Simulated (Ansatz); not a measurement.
Start from MoS2 in the 2H-MoS2 type structure (space group P6_3/mmc, No. 194; a = 3.149 Å, c = 12.090 Å; layered, stacked along the Cartesian z axis).

It is then changed as follows: full substitution S → Se, then cell and atoms are relaxed.

Level of theory: Kohn–Sham DFT with the PBE-D3(BJ) functional, run in Ansatz (an electronic-structure program) with PAW and 420 eV plane waves, scalar-relativistic without spin-orbit coupling.

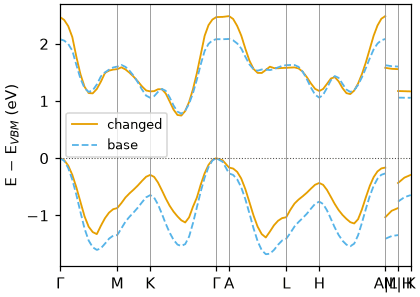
Fig. 1. Highest valence and lowest conduction band along the path, each from its own valence-band maximum

Problem. From the figure, how large is the changed gap, and is it direct?

Solution. About 0.75 eV, indirect, Γ → K–Γ (47 % along).

No phonon test of stability was made.
